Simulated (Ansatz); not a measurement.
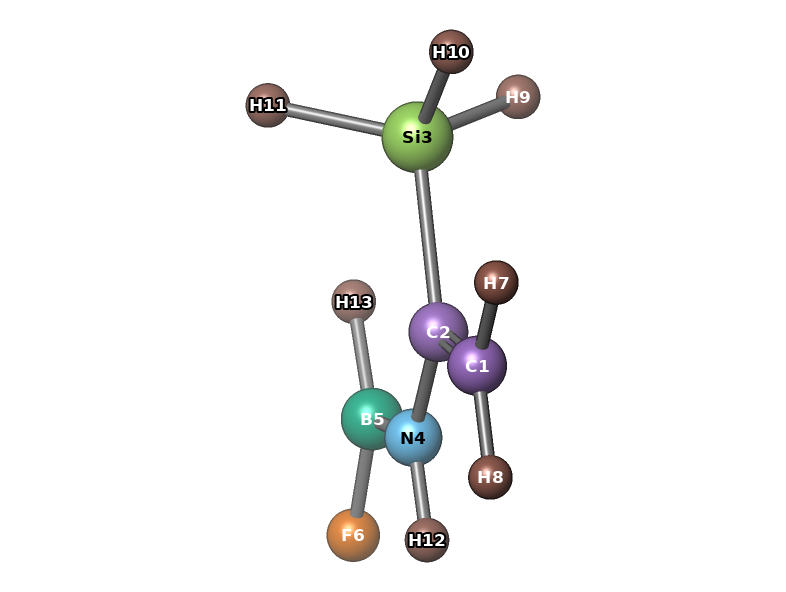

B5 lies behind N4. The molecule seen a little off the N4–B5 bond, N4 in front. Depth is shown by fading: the farther an atom, the more it takes the colour of the background. Computed geometry: PBE-D4/def2-SVP optimisation. No frequency run is at hand to confirm it as a minimum.

What is the torsion angle C2–N4–B5–F6? The sign is positive where the front bond must turn clockwise to cover the back bond.

180°, antiperiplanar (anti).
